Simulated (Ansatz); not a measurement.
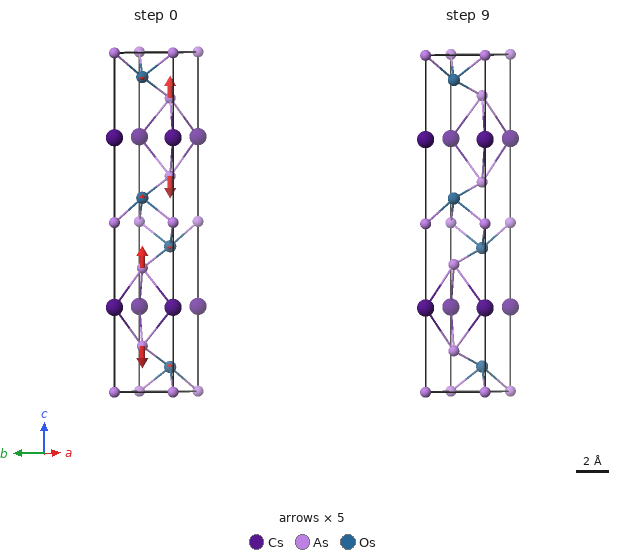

The structure of solid CsAs$_{3}$Os$_{2}$ (built on the MAX phase (312) type) (coarse preliminary run) before (left) and after (right) a relaxation, at one scale. The red arrows give the displacements (the part carried along by the change of the cell is left out), magnified 5 times.

Style: ball-and-stick. Shown: the cell of the calculation, from a free direction.

Case: MAX phase (312) type (P6_3/mmc, No. 194).

Theory: DFT PBE, scalar-relativistic, plane waves, PAW in Ansatz 0.2.0.

Input
```yaml
crystal:
  lattice:
    - [3.7560865127, 0.0, 0.0]
    - [-1.8780432564, 3.2528663388, 0.0]
    - [0.0, 0.0, 21.6556127931]
  atoms:
    - { symbol: Cs, position: [0.0, 0.0, 0.25] }
    - { symbol: Cs, position: [0.0, 0.0, 0.75] }
    - { symbol: As, position: [0.0, 0.0, 0.5] }
    - { symbol: As, position: [0.0, 0.0, 0.0] }
    - { symbol: As, position: [0.3333333333, 0.6666666667, 0.365] }
    - { symbol: As, position: [0.6666666667, 0.3333333333, 0.865] }
    - { symbol: As, position: [0.6666666667, 0.3333333333, 0.635] }
    - { symbol: As, position: [0.3333333333, 0.6666666667, 0.135] }
    - { symbol: Os, position: [0.3333333333, 0.6666666667, 0.928] }
    - { symbol: Os, position: [0.6666666667, 0.3333333333, 0.428] }
    - { symbol: Os, position: [0.6666666667, 0.3333333333, 0.072] }
    - { symbol: Os, position: [0.3333333333, 0.6666666667, 0.572] }
basis:
  ecutwfc: 420
kpoints:
  mp_grid: { grid: [6, 6, 1] }
hamiltonian:
  xc: pbe
scf:
  occupations: { method: gaussian, width: 0.1 }
  lower_state_search: "off"
output:
  forces: true
  stress: true
  eigenvalues: true
relax:
  adjacent_minimum: "off"
  f_tol: 0.04
  max_steps: 70
  cell: { stress_tol: 0.4 }
```

Launched with:
```bash
ansatz run input.yaml --threads 1 --pin off --max-ram 2560MiB --backend cpu --events-out ev --progress --plain --runs-dir out
```

### Describe what moved and what it gained.

Over 8 accepted moves (9 points after the start) the energy falls by 98.8 meV per atom. The largest force component goes from 2.3 to 0.0042 eV/Å. The pressure goes from −4.42 to −0.04 GPa. At 1 point the geometry stayed and the basis and grid were re-selected for the new cell (energy shift of 0.1 meV per atom at most each time). The largest moves relative to the cell, 0.29 Å, are those of As5, As6, As7 and As8. As5 goes along +c. By element the largest moves are As 0.29 Å, Os 0.04 Å. Cs stays in place. The volume changes by +2.2 %, with a = b 3.756 → 3.810 Å (+1.4 %), c 21.656 → 21.499 Å (−0.7 %). Among the contacts that change: Cs1–As5 3.302 → 3.528 Å, As5–Os10 2.562 → 2.427 Å, As3–Os10 2.671 → 2.715 Å. Among the angles between lasting bonds that change: Cs2–As7–Os12 163.2° → 153.5°, As7–Os12–As7 94.3° → 103.5°, Os12–As7–Os12 94.3° → 103.5°. The space group stays P6_3/mmc (No. 194).
